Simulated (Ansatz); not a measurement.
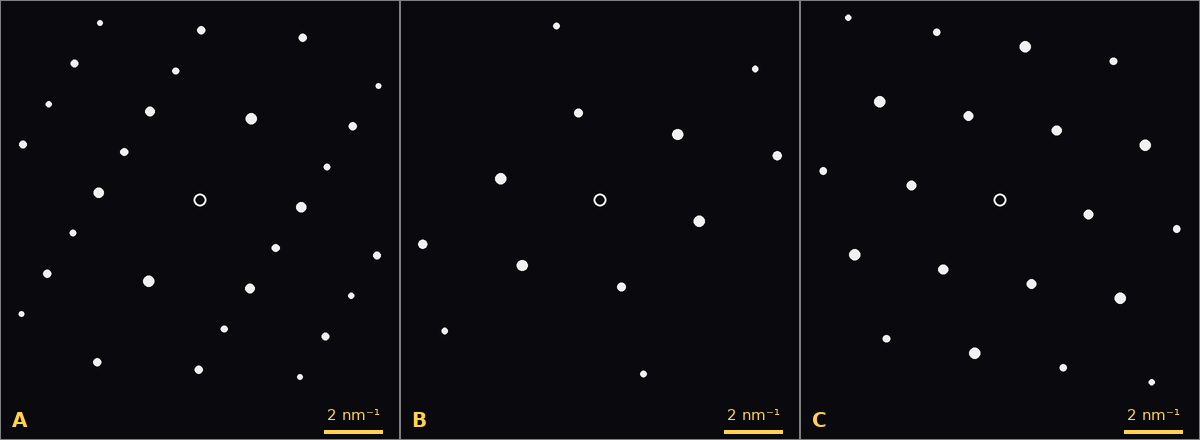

Simulated selected-area electron diffraction patterns (120 kV, kinematic approximation, thin crystal, B = 0.5 Å² for all atoms).

All three come from Dy, space group P6_3/mmc (No. 194), a = 3.682 Å, c = 5.953 Å (hexagonal axes). Structure: the input geometry of an electronic-structure calculation (not necessarily at equilibrium).

```json
{"atom": "Dy", "site": "2c", "symmetry": "-6m2", "x": "0.3333", "y": "0.6667", "z": "0.2500"}
```

Assign the zone axes [001], [100], [101] to A, B and C.

A is [100]: rectangular net of 0 0 1 (itself extinct) at d = 5.95 Å and 0 1 0 at d = 3.19 Å, at 90.0°. B is [101]: centred rectangular net of 0 1 0 at d = 3.19 Å and 1 0 -1 at d = 2.81 Å, at 63.8°. C is [001]: hexagonal net of 1 -1 0 at d = 3.19 Å and 1 0 0 at d = 3.19 Å, at 60.0°.
